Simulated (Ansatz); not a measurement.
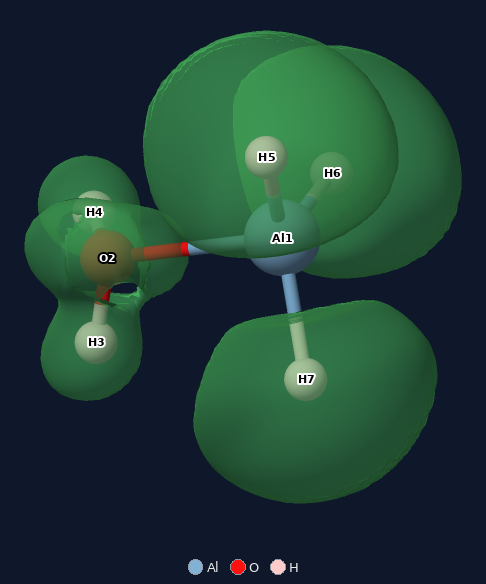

*AlH5O (Al(H2O)H3). Isosurface of the ELF at 0.8 (green), seen at a tilt. Only the valence region is drawn (cores and ρ < 0.01 e/Å³ removed).*

Geometry: PBE-D4/def2-TZVP; not at a stationary point (largest force 0.6 eV/Å).

Level of theory: RKS PBE0-D4/def2-TZVP (Ansatz).

```xyz
7

Al    0.1176   -0.0776   -0.8862
O     0.1750    0.0001    1.1746
H    -0.5320   -0.5764    1.5189
H    -0.0151    0.9009    1.4949
H     1.6599   -0.2585   -1.2727
H    -0.5512    1.3734   -1.0978
H    -0.8542   -1.3619   -0.9317
```

Where are the electrons localised?

Answer. At this value the surface marks out three regions around hydrogen nuclei and one joined region spread over several atoms (H, O), in which their bonds and any lone pairs are merged.

Values along the shortest contacts:
Al–O (2.06 Å): the ELF peaks at about 0.90 in the valence shell of O, 0.6 Å from its nucleus, and is about 0.55 at the midpoint. O–H (0.97 Å): the ELF climbs to about 1 towards the hydrogen, as it does in any bond to H: an ordinary covalent bond to hydrogen.
